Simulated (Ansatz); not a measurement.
```xyz
20

Si    0.0623   -0.1794    0.1219
N    -0.0734    0.3914    1.7176
H    -0.8178    0.9831    2.0125
H     0.5624    0.1573    2.4466
N     1.6676   -0.0885   -0.4463
C     2.3428   -1.1074   -1.2213
H     1.7574   -2.0137   -1.2478
H     2.5176   -0.7787   -2.2463
H     3.3123   -1.3411   -0.7844
C     2.4209    1.1435   -0.3418
H     2.5950    1.5924   -1.3193
H     1.8933    1.8649    0.2686
H     3.3923    0.9659    0.1169
O    -1.0364    0.7725   -0.6595
H    -1.1799    0.5919   -1.5774
O    -0.3438   -1.7532   -0.1002
C    -1.5364   -2.3351    0.3460
H    -1.6434   -2.2326    1.4210
H    -2.3999   -1.8818   -0.1319
H    -1.5151   -3.3881    0.0958
```

Method: Ansatz 0.2.0, RHF/6-31G*.

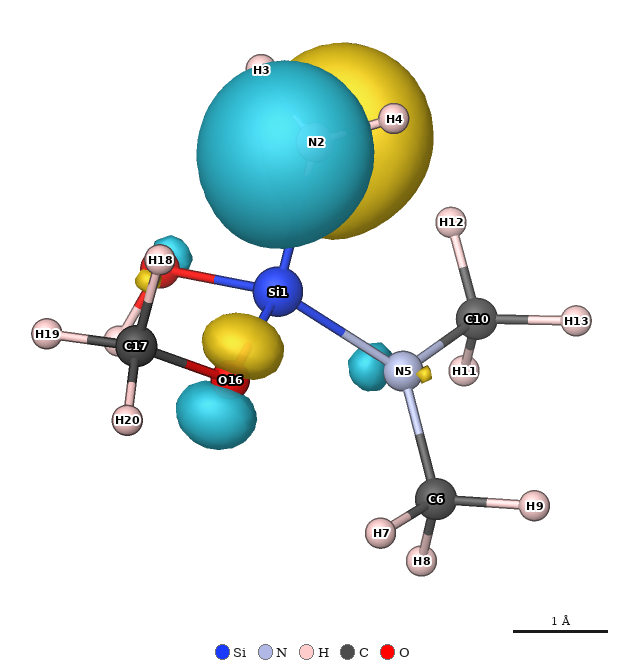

C₃H₁₂N₂O₂Si. The HOMO−1 at ±0.15 Å⁻³ᐟ² (yellow and cyan are the two phases), seen at an oblique angle.

Describe this orbital and give its energy.

Its weight (Hirshfeld) is mainly on N2 (about 70 %); largely a lone pair of N2. Its energy is −10.80 eV.
